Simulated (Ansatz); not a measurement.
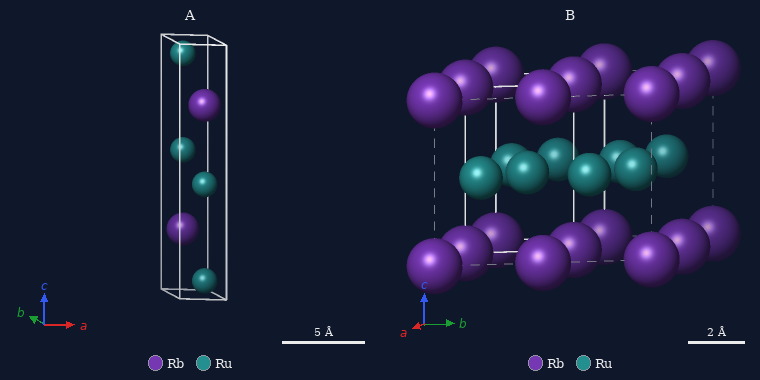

Two structures of RbRu2, each relaxed to rest (conventional cells in solid outline, small ones repeated, not to one scale). Method: DFT PBE, scalar-relativistic, plane waves, PAW (Ansatz), without spin polarisation.

### What are A and B?

A: 6 atoms a cell on a primitive hexagonal lattice, P6_3/mmc. B: AlB₂ type, P6/mmm.

### What is the energy order of the two?

B is lower, by 157 meV/atom at this level of theory (energies at zero smearing). Volumes: A 19.4, B 28.3 Å³/atom.

One or both may be structure types tried for this composition rather than known phases.
